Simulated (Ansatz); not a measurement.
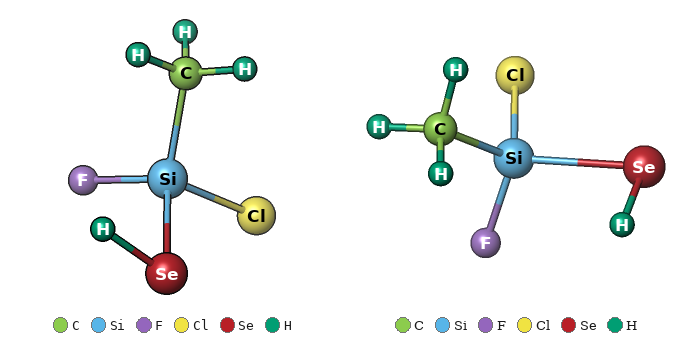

Both panels show the same species.

The geometry was computed by an optimisation with PBE0-D4/def2-TZVP.

Question: Count the atoms of each element.

Answer: CH4ClFSeSi, 9 atoms: 1 carbon, 4 hydrogen, 1 chlorine, 1 fluorine, 1 selenium and 1 silicon.

Question: Count the bonded pairs by element.

Answer: 3 C–H, 1 C–Si, 1 F–Si, 1 Cl–Si, 1 Se–Si, 1 Se–H.

Question: Write the SMILES.

Answer: C[Si@@](F)(Cl)[SeH]

More results for the same structure follow; atom numbers are the same in all pictures, views and colours differ.

### Shape

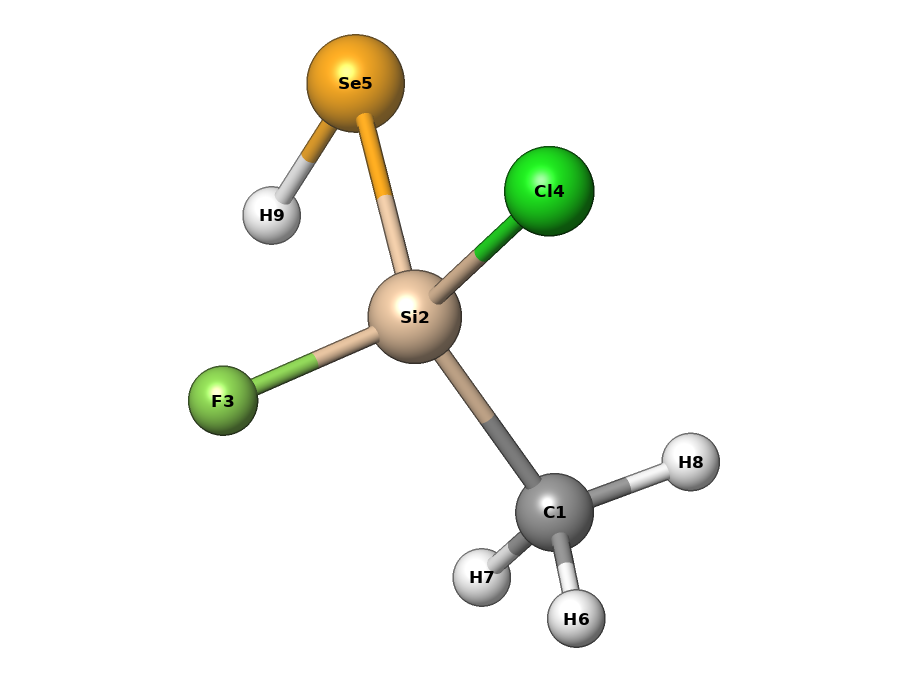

Numbered structure.

List the bonds and their lengths.

| bond | length (Å) | order |
| --- | --- | --- |
| C1–Si2 | 1.844 | single |
| C1–H6 | 1.093 | single |
| C1–H7 | 1.093 | single |
| C1–H8 | 1.091 | single |
| Si2–F3 | 1.593 | single |
| Si2–Cl4 | 2.043 | single |
| Si2–Se5 | 2.260 | single |
| Se5–H9 | 1.471 | single |

### Dipole moment

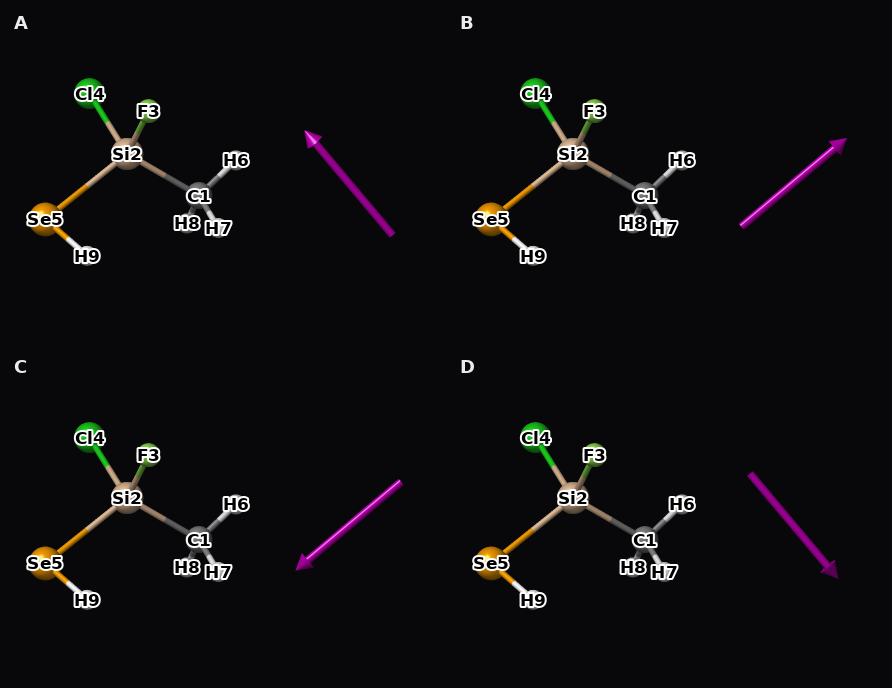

The same molecule four times, each with an arrow. Level of theory: RKS B3LYP-D4/def2-TZVPP (Ansatz 0.2.0).

Question: Which arrow points along the dipole moment, from the negative to the positive end?

Answer: D. The dipole moment is 2.24 D; it points from the side of Cl4 to the side of H7 (the outermost atoms at the two ends).

### Vibrations

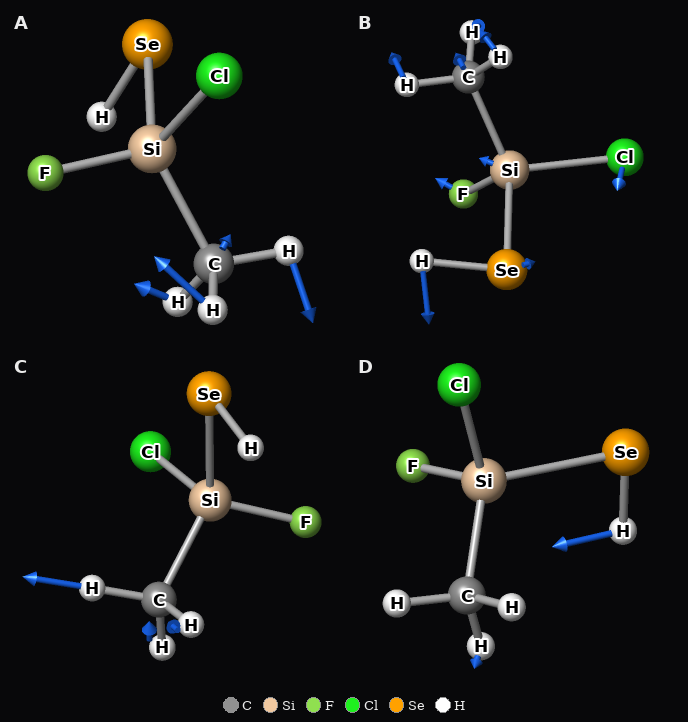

4 normal modes of one molecule or complex, as arrows. Harmonic vibrations computed with RKS PBE0-D4/def2-TZVP (Ansatz 0.2.0) at a stationary point of the same level.

Question: Match the panels to the wavenumbers 126 cm⁻¹, 645 cm⁻¹, 798 cm⁻¹, 3157 cm⁻¹.

Answer: A: 798 cm⁻¹, H–C–Si bending
B: 126 cm⁻¹, Cl–Si–Se bending
C: 3157 cm⁻¹, C–H stretching
D: 645 cm⁻¹, H–Se–Si bending

### Charges

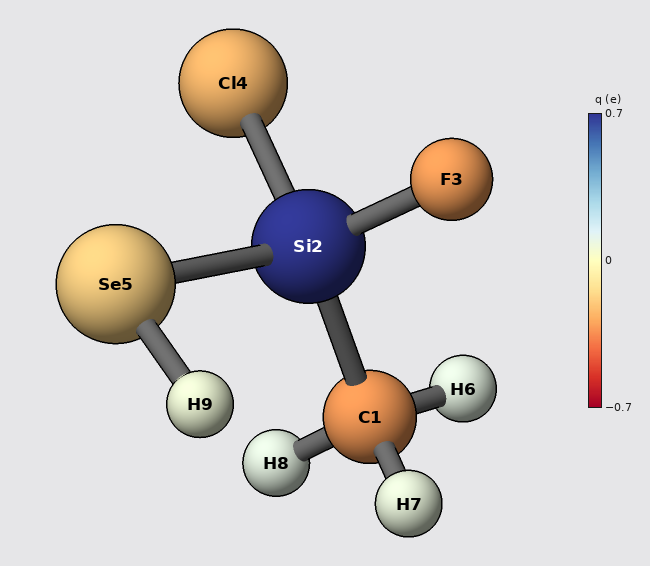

Atoms are coloured by their Mulliken charges. Level of theory: RKS r2SCAN-D4/def2-TZVPP (Ansatz 0.2.0).

Give the Mulliken charges atom by atom.

```
atom  value (e)
  C1      −0.31
 Si2       0.69
  F3      −0.30
 Cl4      −0.24
 Se5      −0.17
  H6       0.09
  H7       0.08
  H8       0.10
  H9       0.06
```

Mulliken values depend strongly on the basis set and can even reverse the polarity of a bond.
